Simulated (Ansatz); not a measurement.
## Electronic structure of CHF3S (SMILES FSC(F)F) in real space

```xyz
6

C    -0.8114    1.0367    0.6689
F    -0.9955   -1.1107   -0.7350
F    -2.0155    1.5684    0.3982
F    -0.3755    1.5355    1.8437
S    -0.8750   -0.7767    0.8771
H    -0.1168    1.2851   -0.1523
```

Geometry: B3LYP-D3(BJ)/def2-SVP.

These are results of Ansatz, isolated molecule in a Gaussian basis; Kohn-Sham density functional theory, functional PBE0, not measurements.

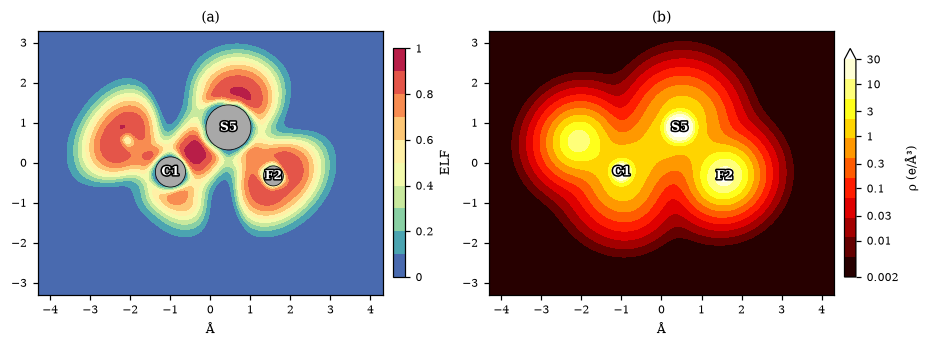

Figure 1. (a) ELF; (b) total electron density on the plane of atoms C1, S5 and F2. Grey discs cover the atomic cores in the ELF map.

Interpret the plot.

Answer. The plane passes through C, F and S nuclei.
S–F (1.65 Å): ρ at the midpoint is about 1.3 e/Å³; the ELF peaks at about 0.75 between the atoms: a polar covalent bond.
C–S (1.83 Å): the density is about 1.3 e/Å³ at the midpoint; the ELF peaks at about 0.95 between the atoms: a covalent bond.
The ELF also peaks beside F2, F4 and S5, away from the bonds: lone-pair regions.

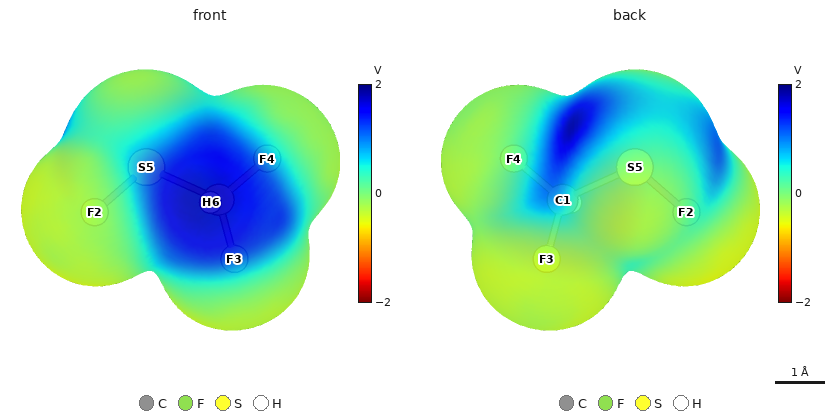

Figure 2. The molecular electrostatic potential painted on the density surface at 0.002 e/bohr³, seen from the front and from behind; the colour scale runs from red (negative) to blue (positive).

Describe the electrostatic potential map.

Answer. The most negative region (about −0.5 V, or −12 kcal/mol for a unit charge) lies over F2, the most positive (about +1.7 V, or +39 kcal/mol for a unit charge) over S5 and H6.

What dipole moment does the calculation give?

Answer. Its dipole moment is 0.98 D.

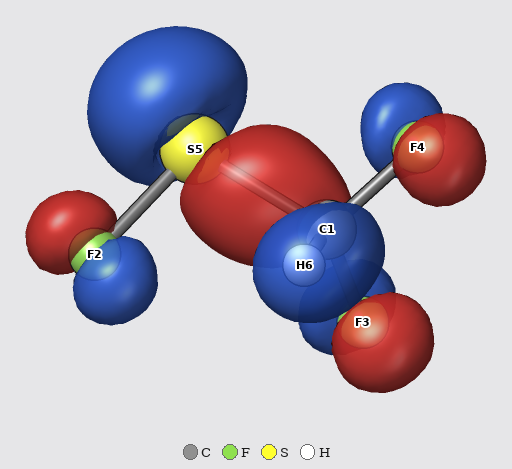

Figure 3. The HOMO−1 at ±0.15 Å⁻³ᐟ² (red and blue are the two phases), seen across its widest extent.

Where does this orbital lie, and at what energy?

Answer. By Hirshfeld shares it lies mainly on S5 (about 40 %), C1 (about 20 %), F3 (about 15 %), F4 (about 10 %), F2 (about 10 %) and H6 (about 5 %). Its energy is −9.93 eV.

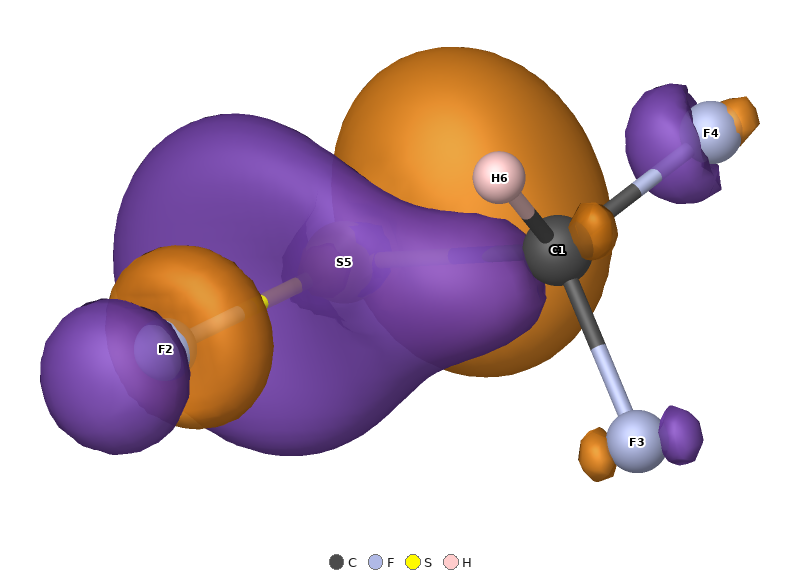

Figure 4. One frontier orbital at ±0.15 Å⁻³ᐟ² (orange and purple are the two phases), seen at an oblique angle.

Which orbital is it: HOMO or LUMO?

Answer. The LUMO, at −2.31 eV. Its weight (Hirshfeld) is mainly on S5 (about 65 %), F2 (about 20 %) and C1 (about 5 %).
